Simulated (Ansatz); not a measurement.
```
Mo N
1.0
     4.65066    0.00000    0.00000
     0.00000    4.65066    0.00000
     0.00000    0.00000    4.65066
Mo N
4 1
Cartesian
  2.3253 2.3253 2.3253
  0.0000 2.3253 2.3253
  2.3253 0.0000 2.3253
  2.3253 2.3253 0.0000
  0.0000 0.0000 0.0000
```

Space group Pm-3m; a structure generated by program, which may or may not match a known phase; computed without spin polarisation.

All numbers below come from DFT PBE, scalar-relativistic, plane waves, PAW in Ansatz.

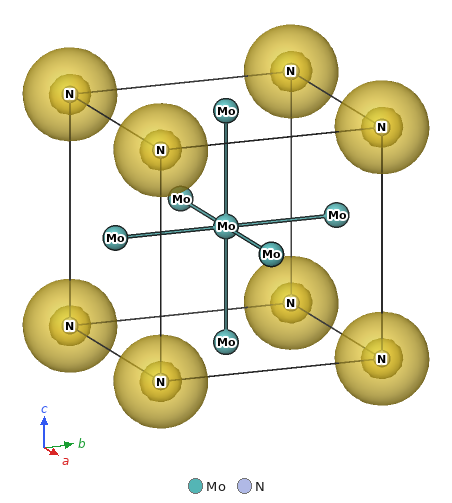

Mo₄N. Isosurface of the electron localisation function at 0.7 (yellow), seen slightly off an axis. Core shells and regions of very low density are left out. Sticks mark near contacts.

**What do the ELF domains correspond to?**

At this value the surface marks out one region wrapped around N (its valence shell), counted in one cell of 5 atoms. Regions shared between cells count once. Profiles from the grid: Mo–Mo (2.33 Å): the ELF is about 0.30 at the midpoint; no localised pair shows between them. Mo–N (3.29 Å): the ELF is about 0.10 at the midpoint (no shared electron pair shows on this line).
